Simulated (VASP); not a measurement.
Band structure of Ca (fcc). Computed with MS2 meta-GGA, VASP's PBE PAW potentials (set 64) (plane waves; VASP 6.6.1).

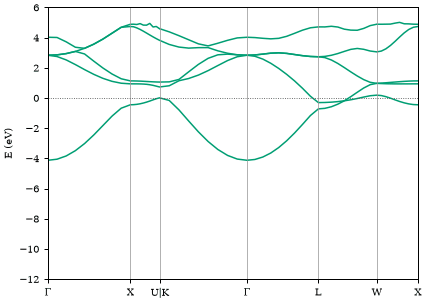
Fig. 1. Bands along high-symmetry lines, zero at the valence-band maximum or, without a gap, the Fermi level

Problem. Read the plot: is there a gap, and where are the band edges?

Solution. It has no gap at this level: it comes out as a metal or semimetal.

The compound is Ca in the fcc structure. It was relaxed first.
